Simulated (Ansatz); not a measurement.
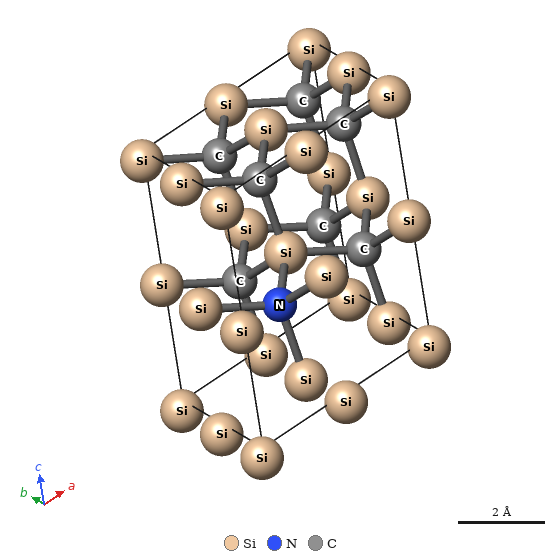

Ball-and-stick drawing of the structure, looking slightly off an axis. The edges of the supercell are marked. The host is SiC, in a cell of 16 sites, and the cell carries a charge of +1.

### What defect is present?

Nitrogen on a carbon site (a substitutional impurity). It is bonded to four Si in a tetrahedral arrangement at about 1.9 Å.

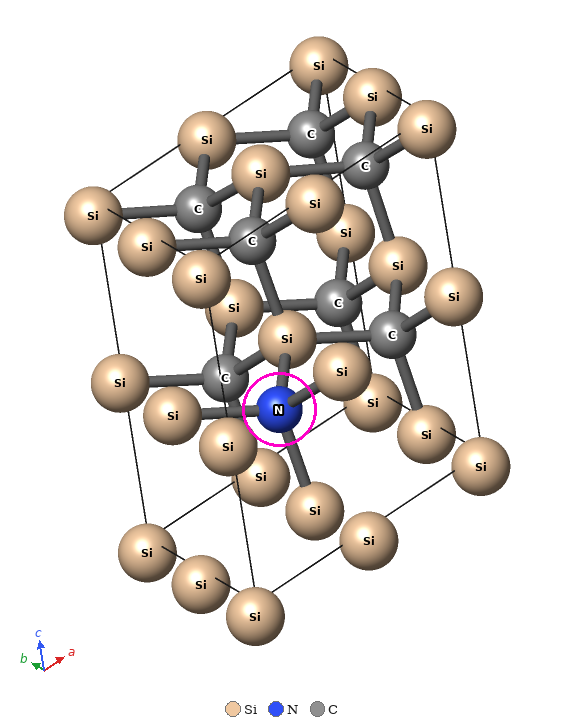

The same cell with a ring at the defect's site.

The atoms were relaxed in the host's cell with DFT PBE, scalar-relativistic, plane waves, PAW (Ansatz).
